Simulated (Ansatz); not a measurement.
Cl$_{2}$Ga···CHF$_{3}$ (doublet)

Input file:

```
crystal:
  periodic: [false, false, false]
  atoms:
    - { symbol: Ga, position_ang: [0.0, 0.0, 0.0] }
    - { symbol: H, position_ang: [0.0, 0.0, 1.82] }
    - { symbol: Cl, position_ang: [1.9398, 0.0, -1.12] }
    - { symbol: Cl, position_ang: [-1.9398, 0.0, -1.12] }
    - { symbol: C, position_ang: [0.0, 0.0, 3.23] }
    - { symbol: F, position_ang: [-0.6774, -1.055, 3.674] }
    - { symbol: F, position_ang: [1.2523, -0.0592, 3.674] }
    - { symbol: F, position_ang: [-0.5749, 1.1141, 3.674] }
magnetization:
  spin_polarized: true
  initial_magnetization: 1
basis:
  gaussian: { orbitals: def2-SVP }
hamiltonian:
  xc: pbe
relax:
  f_tol: 0.15
  max_steps: 25
  restrain:
    - { distance: [1, 4], at: 1.11, k: 30.0 }
    - { distance: [0, 1], at: 2.77, k: 30.0 }
output:
  orbitals: {}
```

Launched as:

```sh
ansatz run input.yaml --threads 4 --pin off --max-ram 5120MiB --backend cpu --events-out ev --progress --plain --runs-dir out
```

The fields are those of the run's last geometry, not of the input's.

Theory: Ansatz 0.2.0, UKS PBE/def2-SVP.

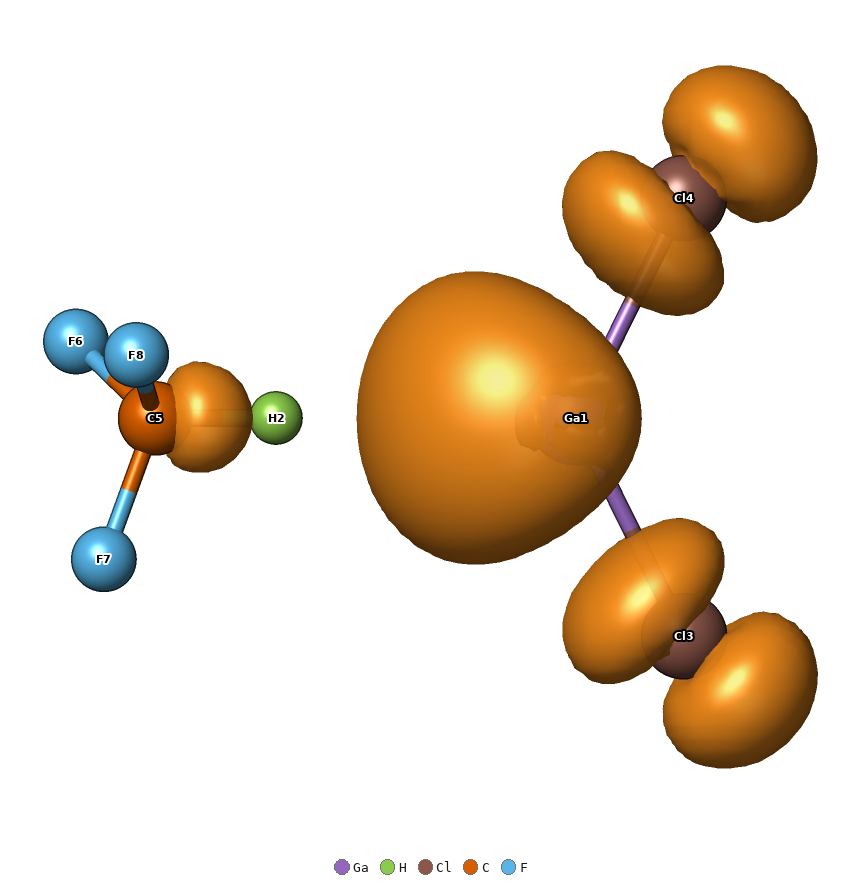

Figure 1. Isosurfaces of the spin density at +0.015 (orange) and −0.015 e/Å³ (purple), seen at a tilt.

Which atoms carry the spin?

The unpaired spin (1 electron) lies mostly on Ga1 (about 0.6), Cl4 (about 0.2) and Cl3 (about 0.2), in electrons by Hirshfeld's partition.

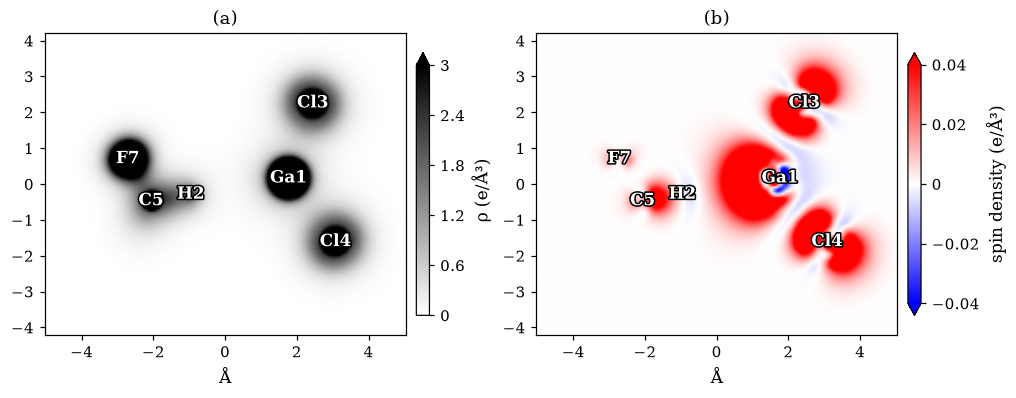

Figure 2. (a) electron density; (b) spin density (α minus β) on the plane of atoms H2, C5 and F7.

Describe what can be read from this map.

The section cuts through Ga, H, Cl, C and F sites.
Ga1···H2 (2.77 Å): the density falls to about 0.07 e/Å³ on the way.
C–F (1.34 Å): the density is about 2.3 e/Å³ at the midpoint, with its minimum of 1.9 e/Å³ about 0.5 Å from C.
Ga–Cl (2.20 Å): ρ is about 0.6 e/Å³ halfway.
C–H (1.12 Å): ρ at the midpoint is about 2.1 e/Å³.

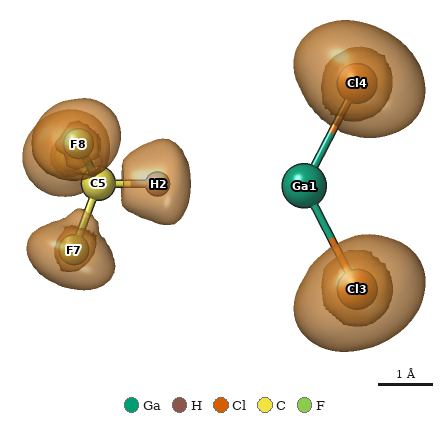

Figure 3. Isosurface of the ELF at 0.75 (orange), seen at a tilt. Core shells and regions of very low density are left out.

What do the ELF domains correspond to?

The ELF exceeds this value in one region around a hydrogen nucleus, three regions on F in which the atom's valence shell and bonds are merged and two regions wrapped around Cl (the valence shell of each). Profiles from the grid: Ga1···H2 (2.77 Å): the ELF dips to about 0.10 between them. C–F (1.34 Å): the ELF peaks at about 0.85 between the atoms; a polar covalent bond.
